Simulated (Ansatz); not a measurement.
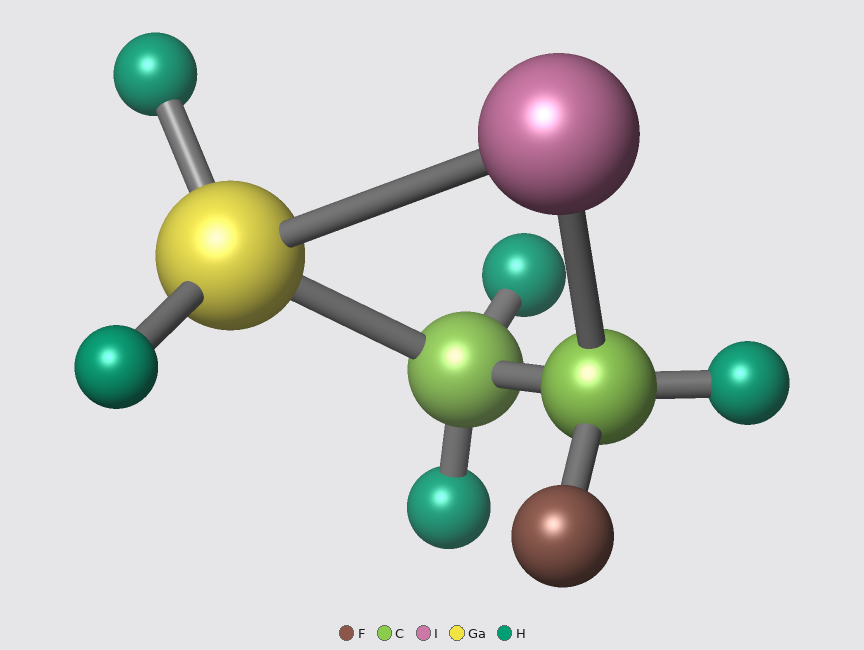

The structure as it stands in the input.

Input file:

```yaml
crystal:
  periodic: [false, false, false]
  atoms:
    - {symbol: F, position_ang: [-0.602755, -1.051512, 1.673290]}
    - {symbol: C, position_ang: [0.106383, -1.138839, 0.528731]}
    - {symbol: I, position_ang: [2.106674, -0.222542, 0.926044]}
    - {symbol: C, position_ang: [-0.507601, -0.355630, -0.578412]}
    - {symbol: Ga, position_ang: [0.006201, 1.573439, -0.295630]}
    - {symbol: H, position_ang: [0.355324, -2.185215, 0.350798]}
    - {symbol: H, position_ang: [-0.084475, -0.690687, -1.527708]}
    - {symbol: H, position_ang: [-1.583846, -0.554434, -0.586095]}
    - {symbol: H, position_ang: [-0.511623, 2.306725, 0.987867]}
    - {symbol: H, position_ang: [0.715718, 2.318705, -1.478884]}
basis:
  gaussian: {orbitals: def2-mTZVPP, nuclear_model: gaussian}
hamiltonian: {xc: {name: r2SCANh}, dispersion: d3bj}
output: {forces: true}
```

Command:

```sh
ansatz run in.yaml --threads 2 --pin off --events-out ev --progress --plain --max-ram 22528MiB --backend cpu
```

What the program printed:

```
Warning: the engine holds no damping parameters fitted to this dispersion correction and functional, so the run takes those fitted to r2scanh beside the three-body term, which d3bj leaves out (hamiltonian.dispersion, under Limitations)
Functional definition: r2SCANh
  name "r2SCANh"
  cite "Bursch, Neugebauer, Ehlert & Grimme, J. Chem. Phys. 156, 134105 (2022) doi:10.1063/5.0086040"
  cite "Furness, Kaplan, Ning, Perdew & Sun, J. Phys. Chem. Lett. 11, 8208 (2020) doi:10.1021/acs.jpclett.0c02405"
  cite "Furness, Kaplan, Ning, Perdew & Sun, J. Phys. Chem. Lett. 11, 9248 (2020) doi:10.1021/acs.jpclett.0c03077"
  parent r2scan
  parameter a = 0.1
  parameter k0 = 0.174
  parameter k1 = 0.065
  parameter a1 = 4.9479
  exchange = (1 - a)*r2scan_x(k0 = k0, k1 = k1, a1 = a1) + a*exact_x
  correlation = r2scan_c
1468 factors; integrals over basis functions are off by at most 1.2e-3 eV
mean field evaluation 1: about -65342.7367 eV, gradient 5.8e1 eV
mean field evaluation 2: about -65331.9498 eV, gradient 8.4e1 eV
mean field evaluation 4: about -65349.6539 eV, gradient 6.9e0 eV
mean field evaluation 8: about -65349.8274 eV, gradient 3.3e-1 eV
mean field evaluation 16: about -65349.8276 eV, gradient 1.2e-4 eV
mean field -65349.82762551 eV, -2401.5618695332 hartree, gradient 2.6e-5 eV, S^2 0.000000; 0 other end points of the search recorded, 0 dependent functions left out
the calculation of the forces begins
reference -65349.82763706 eV, -2401.5618699578 hartree; 41, 41 occupied and 118, 118 virtual orbitals, 1468 factors
Total energy: -65349.90505453 eV, -2401.5647149973 hartree
Atom 0 at    -0.602755    -1.051512     1.673290 Å, force    -0.126103     0.034062     0.181432 eV/Å
Atom 1 at     0.106383    -1.138839     0.528731 Å, force    -0.147409    -0.187775    -0.302412 eV/Å
Atom 2 at     2.106674    -0.222542     0.926044 Å, force     0.340836     0.130732     0.085777 eV/Å
Atom 3 at    -0.507601    -0.355630    -0.578412 Å, force    -0.057166     0.039250    -0.039101 eV/Å
Atom 4 at     0.006201     1.573439    -0.295630 Å, force     0.012352     0.121965     0.023053 eV/Å
Atom 5 at     0.355324    -2.185215     0.350798 Å, force    -0.015538     0.015710     0.027743 eV/Å
Atom 6 at    -0.084475    -0.690687    -1.527708 Å, force    -0.002616    -0.007596     0.024331 eV/Å
Atom 7 at    -1.583846    -0.554434    -0.586095 Å, force     0.021961    -0.010602     0.011564 eV/Å
Atom 8 at    -0.511623     2.306725     0.987867 Å, force     0.037379    -0.069181    -0.108456 eV/Å
Atom 9 at     0.715718     2.318705    -1.478884 Å, force    -0.063697    -0.066565     0.096070 eV/Å
Dipole moment:    -0.084171    -0.344463    -0.253041 e Å
```

The calculation finished and met its thresholds.
